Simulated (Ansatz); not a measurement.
**C2H6SSi: one change and its effect**

System: C2H6SSi.
Method of run 1: RKS SPW92 (LDA)/def2-TZVPP (Ansatz 0.2.0).

The geometry comes from this level: PBE0-D4/def2-TZVP. Text and figures count atoms from 1; the logs count them from 0 in places.

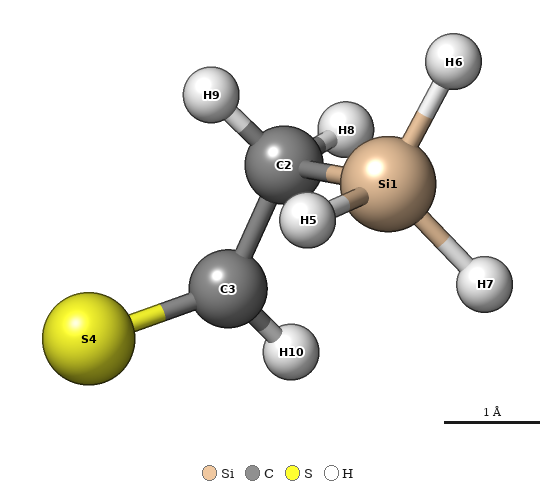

The input geometry (ball-and-stick view, seen at a tilt; atoms are numbered from 1 in the order of the input).

Input file, run 1:
```yaml
crystal:
  periodic: [false, false, false]
  atoms:
    - {symbol: Si, position_ang: [-1.098619, 0.711047, -0.139140]}
    - {symbol: C, position_ang: [0.234955, -0.392293, 0.647946]}
    - {symbol: C, position_ang: [1.253326, -0.718890, -0.362295]}
    - {symbol: S, position_ang: [2.658272, 0.044283, -0.582944]}
    - {symbol: H, position_ang: [-0.492042, 2.005634, -0.530971]}
    - {symbol: H, position_ang: [-2.183453, 0.929248, 0.852610]}
    - {symbol: H, position_ang: [-1.657452, 0.035258, -1.338319]}
    - {symbol: H, position_ang: [-0.275283, -1.292140, 1.007752]}
    - {symbol: H, position_ang: [0.662672, 0.161153, 1.486661]}
    - {symbol: H, position_ang: [0.980724, -1.534601, -1.038299]}
basis:
  gaussian: {orbitals: def2-TZVPP}
hamiltonian: {xc: lda}
output: {orbitals: {seedname: orbitals}}
```

Command:
```bash
ansatz run in.yaml --threads 2 --pin off --events-out ev --progress --plain --max-ram 4352MiB
```

Hardware: 2 threads of Arm Neoverse V1, 23 GiB of memory available, shared host.

Output (run 1):
```
Functional definition: SPW92
  exchange = slater_x
  correlation = pw_c
1286 factors; their error is unknown
mean field evaluation 1: about -20780.2191 eV, gradient 8.1e1 eV
mean field evaluation 2: about -20721.8659 eV, gradient 1.6e2 eV
mean field evaluation 4: about -20795.3460 eV, gradient 1.5e1 eV
mean field evaluation 8: about -20795.9278 eV, gradient 2.1e-1 eV
mean field evaluation 16: about -20795.8962 eV, gradient 1.5e-4 eV
mean field -20795.89623473 eV, -764.2350906614 hartree, gradient 6.7e-5 eV, S^2 0.000000; 0 other end points of the search recorded, 0 dependent functions left out
reference -20795.89627437 eV, -764.2350921184 hartree; 24, 24 occupied and 206, 206 virtual orbitals, 1286 factors
Total energy: -20795.89627437 eV, -764.2350921184 hartree
```

The input of run 2 differs as follows (lines with − go, lines with + come):
```diff
-hamiltonian: {xc: lda}
+hamiltonian: {xc: {name: B97M-V}}
```

What does this change do to the results?

The total energies belong to different methods, so their difference says nothing on which is more stable or more accurate. The HOMO goes from −5.34 to −5.55 eV. The LUMO goes from −3.22 to −2.88 eV. On the same kind of shared host run 2 took about 7.5 times as long.

Output (run 2):
```
Functional definition: B97M-V
  parameter cx00 = 1.000
  parameter cx01 = 1.308
  parameter cx02 = 1.901
  parameter cx10 = 0.416
  parameter cx11 = 3.070
  parameter css00 = 1.000
  parameter css02 = -1.855
  parameter css10 = -5.668
  parameter css32 = -20.497
  parameter css42 = -20.364
  parameter cos00 = 1.000
  parameter cos01 = 1.573
  parameter cos03 = -6.298
  parameter cos10 = 2.535
  parameter cos32 = -6.427
  parameter b = 6.0
  parameter c = 0.01
  gx(w, u) = cx00 + cx01*u + cx02*u^2 + (cx10 + cx11*u)*w
  gss(w, u) = css00 + css02*u^2 + css10*w + (css32*w^3 + css42*w^4)*u^2
  gos(w, u) = cos00 + cos01*u + cos03*u^3 + cos10*w + cos32*w^3*u^2
  exchange = spin_sum(e_x_unif_s*gx(b97_w, b97_u_x))
  correlation = spin_sum(e_c_pw_mod_same_spin*gss(b97_w, b97_u_same))
      + integral(e_c_pw_mod_opposite_spin*gos(b97_w_opposite, b97_u_opposite)) + vv10(b, c)
1286 factors; their error is unknown
mean field evaluation 1: about -20870.8477 eV, gradient 6.3e1 eV
mean field evaluation 2: about -20843.4286 eV, gradient 1.1e2 eV
mean field evaluation 4: about -20880.5932 eV, gradient 1.1e1 eV
mean field evaluation 8: about -20880.9004 eV, gradient 3.2e-1 eV
mean field evaluation 16: about -20880.8667 eV, gradient 2.1e-3 eV
mean field -20880.86667790 eV, -767.3576968529 hartree, gradient 1.9e-5 eV, S^2 0.000000; 0 other end points of the search recorded, 0 dependent functions left out
reference -20880.86674114 eV, -767.3576991769 hartree; 24, 24 occupied and 206, 206 virtual orbitals, 1286 factors
Total energy: -20880.86674114 eV, -767.3576991769 hartree
```

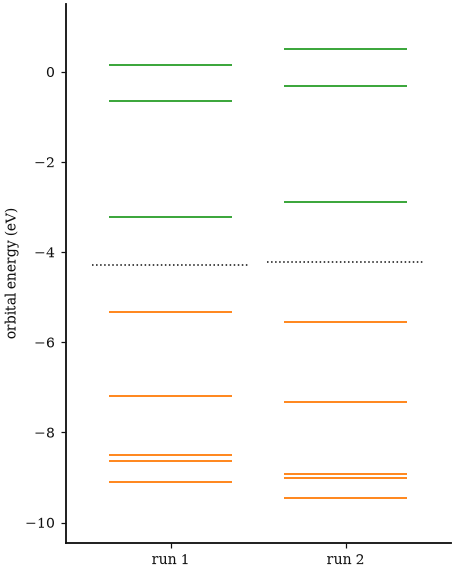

The five highest filled and three lowest empty orbital energies of the two runs; the dotted lines part filled from empty levels. The HOMO–LUMO gap is 2.11 eV in run 1 and 2.67 eV in run 2.

The two runs side by side:

| quantity | run 1 | run 2 |
| --- | --- | --- |
| outcome | converged | converged |
| total energy (hartree) | −764.235092 | −767.357699 |
| HOMO (eV) | −5.34 | −5.55 |
| LUMO (eV) | −3.22 | −2.88 |
| basis functions | 230 | 230 |
| wall time (shared host) | 2 s | 15 s |
